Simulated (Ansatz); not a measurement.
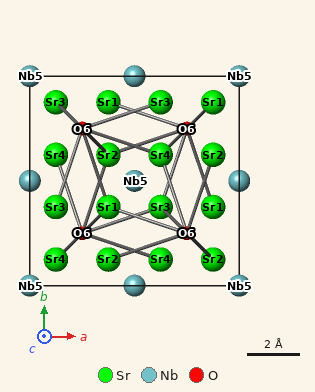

Solid Sr$_{4}$NbO (a generated structure, set up in F-43m) (coarse preliminary run), before the relaxation. Style: ball-and-stick. Shown: the conventional cell (4 times the calculation's cell), along the c axis. Lengths and directions refer to the drawn axes.

Method: DFT PBE, scalar-relativistic, plane waves, PAW in Ansatz.

Input file:
```yaml
crystal:
  lattice:
    - [0.0, 4.03396047, 4.03396047]
    - [4.03396047, 0.0, 4.03396047]
    - [4.03396047, 4.03396047, 0.0]
  atoms:
    - { symbol: Sr, position: [0.87381402, 0.37539533, 0.37539533] }
    - { symbol: Sr, position: [0.37539533, 0.37539533, 0.37539533] }
    - { symbol: Sr, position: [0.37539533, 0.87381402, 0.37539533] }
    - { symbol: Sr, position: [0.37539533, 0.37539533, 0.87381402] }
    - { symbol: Nb, position: [0.0, 0.0, 0.0] }
    - { symbol: O, position: [0.75, 0.75, 0.75] }
basis:
  ecutwfc: 420
kpoints:
  mp_grid: { grid: [4, 4, 4] }
hamiltonian:
  xc: pbe
scf:
  occupations: { method: gaussian, width: 0.1 }
  lower_state_search: "off"
output:
  forces: true
  stress: true
  eigenvalues: true
  populations: true
magnetization:
  spin_polarized: true
relax:
  adjacent_minimum: "off"
  f_tol: 0.04
  max_steps: 70
  cell: { stress_tol: 0.4 }
```

Launched with:
```bash
ansatz run input.yaml --threads 1 --pin off --max-ram 2560MiB --backend cpu --events-out ev --progress --plain --runs-dir out
```

Question: Predict the outcome.

Answer: Over 7 accepted moves (9 points after the start) the energy falls by 649 meV per atom. The largest force component goes from 0.16 to 0.006 eV/Å. Pressure: 19.01 GPa at the start and −0.05 GPa at the end. The SCF was repeated twice at an unchanged geometry on a basis and grid sized afresh for the cell, which shifted the energy by 61.8 meV per atom at most. The largest moves relative to the cell, 0.013 Å, are those of Sr1, Sr2, Sr3 and Sr4. Sr3 goes along [1 −1 −1]. Nb and O stay in place. The drawn cell changes as follows: a = b = c 8.068 → 9.835 Å (+21.9 %); the volume changes by +81.2 %. Near-neighbour distances that change, for instance: Sr1–O6 3.344 → 4.079 Å, Sr1–Nb5 3.346 → 4.076 Å, Sr1–Sr2 2.843 → 3.488 Å, Sr1–Sr2 (another image) 2.861 → 3.466 Å. The space group stays F-43m (No. 216). The run took 44 s on 1 thread of AMD EPYC 9R45 96-Core Processor (Zen 5), on a shared host, peak memory 0.57 GiB.

The structure at the end:

```
CELL_PARAMETERS angstrom
0.00000 4.91769 4.91769
4.91769 0.00000 4.91769
4.91769 4.91769 0.00000
ATOMIC_POSITIONS crystal
Sr 0.87619 0.37460 0.37460
Sr 0.37460 0.37460 0.37460
Sr 0.37460 0.87619 0.37460
Sr 0.37460 0.37460 0.87619
Nb 0.00000 0.00000 0.00000
O 0.75000 0.75000 0.75000
```

The end point in the same view:

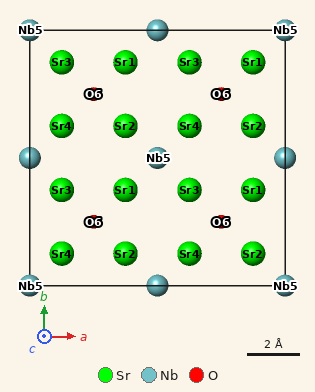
